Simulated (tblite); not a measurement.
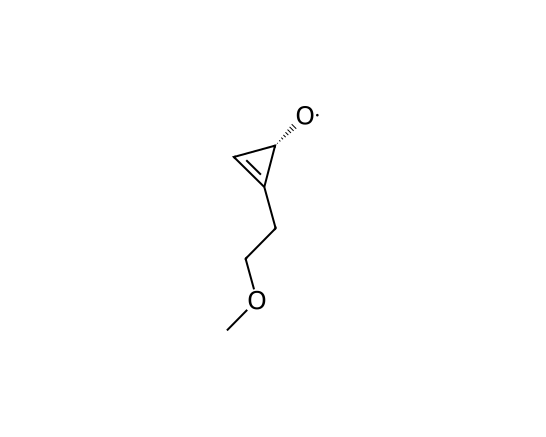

Simulated data, not a measurement (program: tblite).

2D structure. Charge 0, doublet.

**Give its SMILES.**

COCCC1=C[C@@H]1[O]

**Give the formula, hydrogens included.**

C6H9O2.

**An optimisation with GFN2-xTB gave a structure of which point group?**

C1.
